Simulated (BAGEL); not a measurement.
# C2H4AlFO (SMILES C=C[O][AlH][F]): HF/6-31G(d) (density fitting with qzvpp-jkfit, spherical functions)

What is the energy change on altering one bond length of C2H4AlFO at HF/6-31G* (density fitting with qzvpp-jkfit, spherical functions)? 

The results are computed with BAGEL 1.2.2.

## 1. The molecule

The species is C2H4AlFO (9 atoms), meant as a singlet with charge 0. SMILES: `C=C[O][AlH][F]`. The shape is that of a PBE0-D4/def2-TZVP optimisation. This is one conformer, not always the lowest.

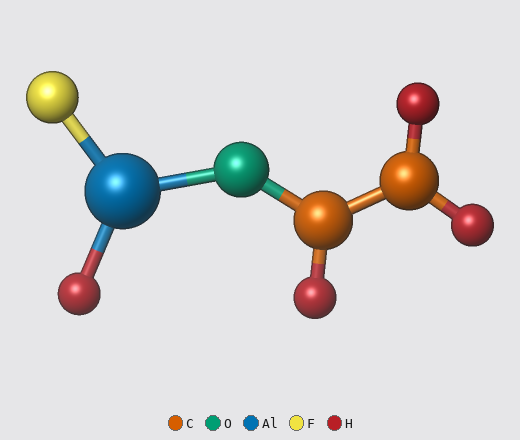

The structure, seen from a chosen angle (carbon orange, oxygen teal, aluminium blue, fluorine yellow, hydrogen red).

## 2. A single-point energy at HF/6-31G(d) (density fitting with qzvpp-jkfit, spherical functions)

calc.json

```json
{ "bagel" : [

{
  "title" : "molecule",
  "basis" : "6-31gs.json",
  "df_basis" : "qzvpp-jkfit",
  "angstrom" : "true",
  "geometry" : [
    { "atom" : "C", "xyz" : [      -1.562000,      -0.360100,       1.103900 ] },
    { "atom" : "C", "xyz" : [      -0.728000,      -0.312900,       0.075500 ] },
    { "atom" : "O", "xyz" : [       0.490300,       0.256500,       0.139600 ] },
    { "atom" : "Al", "xyz" : [       1.800800,       0.519300,      -0.884800 ] },
    { "atom" : "F", "xyz" : [       3.087600,       1.301600,      -0.235000 ] },
    { "atom" : "H", "xyz" : [      -1.297700,       0.065300,       2.064100 ] },
    { "atom" : "H", "xyz" : [      -2.527700,      -0.832200,       0.988500 ] },
    { "atom" : "H", "xyz" : [      -0.999000,      -0.743100,      -0.888800 ] },
    { "atom" : "H", "xyz" : [       1.824300,       0.059200,      -2.380300 ] }
  ]
},

{
  "title" : "hf"
},

{
  "title" : "print",
  "file" : "orbitals.molden",
  "orbitals" : "true"
}

]}
```

The basis set 6-31G* is read from a file made from the Basis Set Exchange's data (not shown).

Started as:

```console
$ BAGEL_NUM_THREADS=1 BAGEL calc.json > calc.out
```

Standard output:

```text
* using 1 threads per process

  ===============================================================
  ===============================================================

  *** Geometry ***

  { "atom" : "C", "xyz" : [     -2.951752,     -0.680490,      2.086069 ] },
  { "atom" : "C", "xyz" : [     -1.375721,     -0.591295,      0.142674 ] },
  { "atom" : "O", "xyz" : [      0.926533,      0.484715,      0.263806 ] },
  { "atom" : "Al", "xyz" : [      3.403019,      0.981335,     -1.672030 ] },
  { "atom" : "F", "xyz" : [      5.834718,      2.459668,     -0.444086 ] },
  { "atom" : "H", "xyz" : [     -2.452298,      0.123399,      3.900584 ] },
  { "atom" : "H", "xyz" : [     -4.776661,     -1.572630,      1.867994 ] },
  { "atom" : "H", "xyz" : [     -1.887836,     -1.404255,     -1.679589 ] },
  { "atom" : "H", "xyz" : [      3.447427,      0.111872,     -4.498115 ] },

  Number of auxiliary basis functions:      504

  Since a DF basis is specified, we compute 2- and 3-index integrals:
    o Being stored without compression. Storage requirement is 0.027 GB

  Number of basis functions:       82
  Number of electrons      :       46

    * METHOD: MOLECULE                             0.22

  *** RHF ***

  === Nuclear Repulsion ===
   201.7230381558

      * DIIS with orbital gradients will be used.

  === RHF iteration (6-31gs.json) ===
      0       -494.06059790          0.02369245           0.06
      1       -494.25147426          0.01556539           0.05
      2       -494.35872751          0.00173287           0.05
      3       -494.36053023          0.00056750           0.05
      4       -494.36071427          0.00014237           0.05
      5       -494.36072616          0.00004048           0.05
      6       -494.36072768          0.00001945           0.05
      7       -494.36072813          0.00000537           0.05
      8       -494.36072817          0.00000185           0.05
      9       -494.36072817          0.00000079           0.05
     10       -494.36072817          0.00000033           0.05
     11       -494.36072817          0.00000011           0.05
     12       -494.36072817          0.00000003           0.05
     13       -494.36072817          0.00000001           0.06
     14       -494.36072817          0.00000000           0.05
    * SCF iteration converged.

    * Permanent dipole moment:
           (    0.396021,     0.376481,     0.617621) a.u.

    * METHOD: HF                                   0.96

    * METHOD: PRINT                                0.01

  ===============================================================
```

Run time: 1.3 s. Hardware: 1 thread of Arm Neoverse V2, shared host; peak memory 0.12 GiB.

## 3. The distorted shape at the same level

job.json

```json
{ "bagel": [

{
  "title": "molecule",
  "basis": "6-31gs.json",
  "df_basis": "qzvpp-jkfit",
  "angstrom": true,
  "geometry": [
    { "atom": "C", "xyz": [      -1.694140,      -0.572784,       0.623836 ] },
    { "atom": "C", "xyz": [      -0.860140,      -0.525584,      -0.404564 ] },
    { "atom": "O", "xyz": [       0.358160,       0.043816,      -0.340464 ] },
    { "atom": "Al", "xyz": [       1.668660,       0.306616,      -1.364864 ] },
    { "atom": "F", "xyz": [       2.955460,       1.088916,      -0.715064 ] },
    { "atom": "H", "xyz": [      -1.297700,       0.065300,       2.064100 ] },
    { "atom": "H", "xyz": [      -2.659840,      -1.044884,       0.508436 ] },
    { "atom": "H", "xyz": [      -1.131140,      -0.955784,      -1.368864 ] },
    { "atom": "H", "xyz": [       1.692160,      -0.153484,      -2.860364 ] }
  ]
},

{
  "title": "hf"
},

{
  "title": "print",
  "file": "orbitals.molden",
  "orbitals": true
}

]}
```

The basis set 6-31G* is read from a file made from the Basis Set Exchange's data (not shown).

Started as:

```console
$ BAGEL_NUM_THREADS=1 BAGEL job.json > job.out
```

Standard output:

```text
* using 1 threads per process

  ===============================================================
  ===============================================================

  *** Geometry ***

  { "atom" : "C", "xyz" : [     -3.201461,     -1.082405,      1.178879 ] },
  { "atom" : "C", "xyz" : [     -1.625429,     -0.993210,     -0.764515 ] },
  { "atom" : "O", "xyz" : [      0.676824,      0.082800,     -0.643384 ] },
  { "atom" : "Al", "xyz" : [      3.153310,      0.579420,     -2.579219 ] },
  { "atom" : "F", "xyz" : [      5.585010,      2.057753,     -1.351275 ] },
  { "atom" : "H", "xyz" : [     -2.452298,      0.123399,      3.900584 ] },
  { "atom" : "H", "xyz" : [     -5.026369,     -1.974545,      0.960805 ] },
  { "atom" : "H", "xyz" : [     -2.137545,     -1.806170,     -2.586778 ] },
  { "atom" : "H", "xyz" : [      3.197719,     -0.290043,     -5.405305 ] },

  Number of auxiliary basis functions:      504

  Since a DF basis is specified, we compute 2- and 3-index integrals:
    o Being stored without compression. Storage requirement is 0.027 GB

  Number of basis functions:       82
  Number of electrons      :       46

    * METHOD: MOLECULE                             0.22

  *** RHF ***

  === Nuclear Repulsion ===
   200.1243604104

      * DIIS with orbital gradients will be used.

  === RHF iteration (6-31gs.json) ===
      0       -493.96082276          0.02380415           0.05
      1       -494.15384581          0.01590802           0.05
      2       -494.26646008          0.00178316           0.05
      3       -494.26848195          0.00066741           0.05
      4       -494.26871835          0.00013437           0.05
      5       -494.26873069          0.00003869           0.05
      6       -494.26873181          0.00001563           0.05
      7       -494.26873209          0.00000398           0.05
      8       -494.26873211          0.00000169           0.05
      9       -494.26873211          0.00000068           0.05
     10       -494.26873211          0.00000027           0.05
     11       -494.26873211          0.00000014           0.05
     12       -494.26873211          0.00000003           0.05
     13       -494.26873211          0.00000001           0.05
     14       -494.26873211          0.00000000           0.05
    * SCF iteration converged.

    * Permanent dipole moment:
           (    0.413449,     0.439833,     0.791412) a.u.

    * METHOD: HF                                   0.95

    * METHOD: PRINT                                0.01

  ===============================================================
```

It took 1.3 s on 1 thread of Arm Neoverse V2, shared host; peak memory 0.12 GiB.

## 4. What came out

At HF/6-31G* (density fitting with qzvpp-jkfit, spherical functions):

```
                                                         quantity          value
                                        first shape: total energy  -494.36073 Eh
                                       first shape: dipole moment         2.10 D
                                         first shape: HOMO energy       -9.31 eV
                                         first shape: LUMO energy        2.03 eV
                                       first shape: HOMO–LUMO gap       11.34 eV
                                    distorted shape: total energy  -494.26873 Eh
                                   distorted shape: dipole moment         2.53 D
                                     distorted shape: HOMO energy       -9.53 eV
                                     distorted shape: LUMO energy        2.01 eV
                                   distorted shape: HOMO–LUMO gap       11.54 eV
energy change with the C1–H6 bond stretched from 1.083 to 1.624 Å       2.503 eV
```

What this shows: With the C1–H6 bond stretched from 1.083 to 1.624 Å the energy rises by 2.50 eV (58 kcal/mol). The first shape isn't relaxed at this level, so the change isn't measured from a minimum.
